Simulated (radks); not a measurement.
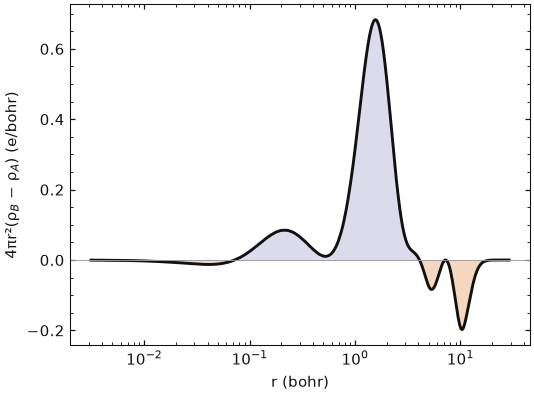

The S³⁺ ion was computed in two configurations: [Ne] 3s2 3p1 (high spin); [Ne] 3s2 6p1 (high spin). The calculation used the in-house radial solver radks at this level: non-relativistic Kohn-Sham, BLYP, spin-polarised, spherical densities, point nucleus.

The plot shows the radial density of run B less that of run A; on the logarithmic r axis, areas aren't charges.

Assign A and B and describe the change of the density.

Answer. A is [Ne] 3s2 6p1 (high spin); B is [Ne] 3s2 3p1 (high spin). B holds 0.93 electrons more than A where the difference is positive (most at r = 1.6 bohr) and 0.93 electrons fewer where it is negative (most at r = 10 bohr), with no net change. The energy of B less that of A is −38.7 eV.
